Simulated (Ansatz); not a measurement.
**C2H8AlFSe: how energies converge with the basis set**

How large a basis does C2H8AlFSe need? Two functionals are run in growing sets.

Program: Ansatz 0.2.0, Gaussian basis. Level of theory: one geometry, several basis sets. These are calculated values, not measurements.

The runs, in order: PBE0-D4/def2-SVP; ωB97M-V/def2-SVP; PBE0-D4/def2-QZVPP; ωB97M-V/def2-QZVPP; the functionals' def2-TZVPP values are taken from earlier runs.

### Step 1. Structure used throughout

The geometry comes from an earlier relaxation with PBE0-D4 in a triple-zeta def2 set; it is a stationary point, not always the lowest conformer.

SMILES `[CH3][Al-]([CH3])([F])[SeH2+]`, 13 atoms, charge 0, spin multiplicity 1.

Atoms are counted from 1 here; the program's logs count them from 0.

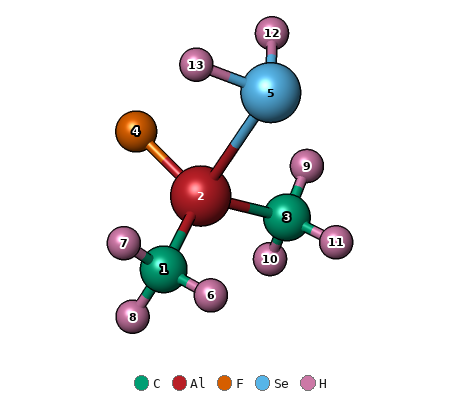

The structure; carbon teal, aluminium red, fluorine orange, selenium blue, hydrogen pink; atoms are numbered from 1 in the order of the file.

### Step 2. PBE0-D4 in def2-SVP

File in.yaml:

```yaml
crystal:
  periodic: [false, false, false]
  atoms:
    - {symbol: C, position_ang: [-1.899925, 0.355498, 0.147659]}
    - {symbol: Al, position_ang: [-0.121288, -0.151821, -0.488680]}
    - {symbol: C, position_ang: [0.815626, -1.758967, 0.115507]}
    - {symbol: F, position_ang: [0.309542, 0.424791, -2.003327]}
    - {symbol: Se, position_ang: [1.362747, 1.733274, 0.823265]}
    - {symbol: H, position_ang: [-1.989354, 0.268306, 1.235244]}
    - {symbol: H, position_ang: [-2.169441, 1.378700, -0.130501]}
    - {symbol: H, position_ang: [-2.664256, -0.299896, -0.284333]}
    - {symbol: H, position_ang: [1.868018, -1.768643, -0.183360]}
    - {symbol: H, position_ang: [0.357597, -2.656190, -0.315234]}
    - {symbol: H, position_ang: [0.774081, -1.876274, 1.203154]}
    - {symbol: H, position_ang: [2.516206, 1.511719, -0.058070]}
    - {symbol: H, position_ang: [0.860949, 2.804703, -0.046525]}
basis:
  gaussian: {orbitals: def2-SVP}
hamiltonian: {xc: pbe0, dispersion: d4}
output: {orbitals: {seedname: orbitals}}
```

Started as:

```console
> ansatz run in.yaml --threads 4 --pin off --events-out ev --progress --plain --max-ram 11315MiB
```

What it wrote:

```text
Functional definition: PBE0
  name "PBE0"
  cite "Adamo & Barone, J. Chem. Phys. 110, 6158 (1999) doi:10.1063/1.478522"
  cite "Perdew, Burke & Ernzerhof, Phys. Rev. Lett. 77, 3865 (1996) doi:10.1103/PhysRevLett.77.3865"
  parent pbe
  parameter a = 0.25
  parameter kappa = 0.804
  parameter beta = 0.06672455060314922
  exchange = (1 - a)*pbe_x(kappa = kappa, mu = beta*pi^2/3) + a*exact_x
  correlation = pbe_c(beta = beta)
1301 factors; integrals over basis functions are off by at most 1.3e-3 eV
mean field evaluation 1: about -76829.9620 eV, gradient 6.9e1 eV
mean field evaluation 2: about -76825.1772 eV, gradient 8.2e1 eV
mean field evaluation 4: about -76840.5941 eV, gradient 3.8e0 eV
mean field evaluation 8: about -76840.7701 eV, gradient 2.4e-1 eV
mean field evaluation 16: about -76840.7702 eV, gradient 3.4e-5 eV
mean field -76840.77017595 eV, -2823.8462194216 hartree, gradient 3.4e-5 eV, S^2 0.000000; 0 other end points of the search recorded, 0 dependent functions left out
reference -76840.77020749 eV, -2823.8462205804 hartree; 38, 38 occupied and 94, 94 virtual orbitals, 1301 factors
Total energy: -76841.00509554 eV, -2823.8548525572 hartree
```

It took 1.8 s on 4 threads of Arm Neoverse V1, shared host; peak memory 0.32 GiB.

### Step 3. ωB97M-V in def2-SVP

Changes to in.yaml since step 2:

```diff
@@ -18,3 +18,3 @@
   gaussian: {orbitals: def2-SVP}
-hamiltonian: {xc: pbe0, dispersion: d4}
+hamiltonian: {xc: {name: wB97M-V}}
 output: {orbitals: {seedname: orbitals}}
```

The command is unchanged.

What it wrote (excerpt; [...] marks lines left out):

```text
Functional definition: wB97M-V
  name "wB97M-V"
  cite "Mardirossian & Head-Gordon, J. Chem. Phys. 144, 214110 (2016) doi:10.1063/1.4952647"
  cite "Becke, J. Chem. Phys. 107, 8554 (1997) doi:10.1063/1.475007"
  cite "Vydrov & Van Voorhis, J. Chem. Phys. 133, 244103 (2010) doi:10.1063/1.3521275"
  # Of w^i u^j: cxij and so on, Table III.
[...]
  gx(w, u) = 1 - cx + cx01*u + cx10*w
  gss(w, u) = css00 + css04*u^4 + css10*w + css20*w^2 + css43*w^4*u^3
  gos(w, u) = cos00 + cos10*w + (cos20 + cos21*u)*w^2 + (cos60 + cos61*u)*w^6
[...]
      + integral(e_c_pw_mod_opposite_spin*gos(b97_w_opposite, b97_u_opposite)) + vv10(b, c)
1301 factors; integrals over basis functions are off by at most 1.3e-3 eV
357 factors; integrals over basis functions are off by at most 7.7e-6 eV
[...]
mean field -76850.48359077 eV, -2824.2031808322 hartree, gradient 8.6e-5 eV, S^2 0.000000; 0 other end points of the search recorded, 0 dependent functions left out
reference -76850.48364145 eV, -2824.2031826946 hartree; 38, 38 occupied and 94, 94 virtual orbitals, 1301 factors
Total energy: -76850.48364145 eV, -2824.2031826946 hartree
```

Wall time 8 s (4 threads of Arm Neoverse V1, shared host); peak memory 0.48 GiB.

### Step 4. PBE0-D4 in def2-QZVPP

Changes to in.yaml since step 3:

```diff
@@ -17,4 +17,4 @@
 basis:
-  gaussian: {orbitals: def2-SVP}
-hamiltonian: {xc: {name: wB97M-V}}
+  gaussian: {orbitals: "def2-QZVPP.json"}
+hamiltonian: {xc: pbe0, dispersion: d4}
 output: {orbitals: {seedname: orbitals}}
```

The command is unchanged.

What it wrote:

```text
Functional definition: PBE0
  name "PBE0"
  cite "Adamo & Barone, J. Chem. Phys. 110, 6158 (1999) doi:10.1063/1.478522"
  cite "Perdew, Burke & Ernzerhof, Phys. Rev. Lett. 77, 3865 (1996) doi:10.1103/PhysRevLett.77.3865"
  parent pbe
  parameter a = 0.25
  parameter kappa = 0.804
  parameter beta = 0.06672455060314922
  exchange = (1 - a)*pbe_x(kappa = kappa, mu = beta*pi^2/3) + a*exact_x
  correlation = pbe_c(beta = beta)
2008 factors; their error is unknown
mean field evaluation 1: about -76844.0224 eV, gradient 8.4e1 eV
mean field evaluation 2: about -76829.8978 eV, gradient 1.1e2 eV
mean field evaluation 4: about -76858.5604 eV, gradient 7.5e0 eV
mean field evaluation 8: about -76858.6548 eV, gradient 1.9e-1 eV
mean field evaluation 16: about -76858.8602 eV, gradient 1.7e-4 eV
mean field -76858.86022214 eV, -2824.5110163569 hartree, gradient 2.9e-5 eV, S^2 0.000000; 0 other end points of the search recorded, 0 dependent functions left out
reference -76858.86026886 eV, -2824.5110180741 hartree; 38, 38 occupied and 532, 532 virtual orbitals, 2008 factors
Total energy: -76859.09515692 eV, -2824.5196500510 hartree
```

Wall time 16 s (4 threads of Arm Neoverse V1, shared host); peak memory 2.8 GiB.

### Step 5. ωB97M-V in def2-QZVPP

Changes to in.yaml since step 4:

```diff
@@ -18,3 +18,3 @@
   gaussian: {orbitals: "def2-QZVPP.json"}
-hamiltonian: {xc: pbe0, dispersion: d4}
+hamiltonian: {xc: {name: wB97M-V}}
 output: {orbitals: {seedname: orbitals}}
```

The command is unchanged.

What it wrote (excerpt; [...] marks lines left out):

```text
Functional definition: wB97M-V
  name "wB97M-V"
  cite "Mardirossian & Head-Gordon, J. Chem. Phys. 144, 214110 (2016) doi:10.1063/1.4952647"
  cite "Becke, J. Chem. Phys. 107, 8554 (1997) doi:10.1063/1.475007"
  cite "Vydrov & Van Voorhis, J. Chem. Phys. 133, 244103 (2010) doi:10.1063/1.3521275"
  # Of w^i u^j: cxij and so on, Table III.
[...]
  gx(w, u) = 1 - cx + cx01*u + cx10*w
  gss(w, u) = css00 + css04*u^4 + css10*w + css20*w^2 + css43*w^4*u^3
  gos(w, u) = cos00 + cos10*w + (cos20 + cos21*u)*w^2 + (cos60 + cos61*u)*w^6
[...]
      + integral(e_c_pw_mod_opposite_spin*gos(b97_w_opposite, b97_u_opposite)) + vv10(b, c)
1940 factors; their error is unknown
474 factors; integrals over basis functions are off by at most 6.0e-6 eV
[...]
mean field -76868.71536537 eV, -2824.8731861908 hartree, gradient 1.7e-5 eV, S^2 0.000000; 0 other end points of the search recorded, 0 dependent functions left out
reference -76868.71544084 eV, -2824.8731889642 hartree; 38, 38 occupied and 532, 532 virtual orbitals, 1940 factors
Total energy: -76868.71544084 eV, -2824.8731889642 hartree
```

Run time: 35 s. Hardware: 4 threads of Arm Neoverse V1, shared host; peak memory 3 GiB.

### Step 6. Functionals by basis

The def2-TZVPP values come from earlier runs at the same geometry.

```tsv
functional	basis	functions	energy (eV)	from the largest (eV)	HOMO (eV)	LUMO (eV)
PBE0-D4	def2-SVP	132	-76841.0051	18.090	-7.30	-0.65
PBE0-D4	def2-TZVPP	295	-76857.2142	1.881	-7.37	-0.82
PBE0-D4	def2-QZVPP	570	-76859.0952	0.000	-7.39	-0.87
ωB97M-V	def2-SVP	132	-76850.4836	18.232	-9.54	1.40
ωB97M-V	def2-TZVPP	295	-76866.8993	1.816	-9.63	1.14
ωB97M-V	def2-QZVPP	570	-76868.7154	0.000	-9.64	0.78
```

### Step 7. What came out

| quantity | value |
| --- | --- |
| PBE0-D4: double and triple zeta above quadruple | 18.09, 1.88 eV |
| ωB97M-V: double and triple zeta above quadruple | 18.23, 1.82 eV |

What this shows: For PBE0-D4 the step from double to triple zeta gains 16.21 eV and the next only 1.88 eV. Total energies overstate the basis error of differences, where much of it tends to cancel. The LUMO of ωB97M-V is positive and keeps falling with the basis (1.40 to 0.78 eV): an unbound level that the basis holds in place.

For PBE0-D4 the largest set took about 9 times as long as the smallest (16 s against 1.8 s).
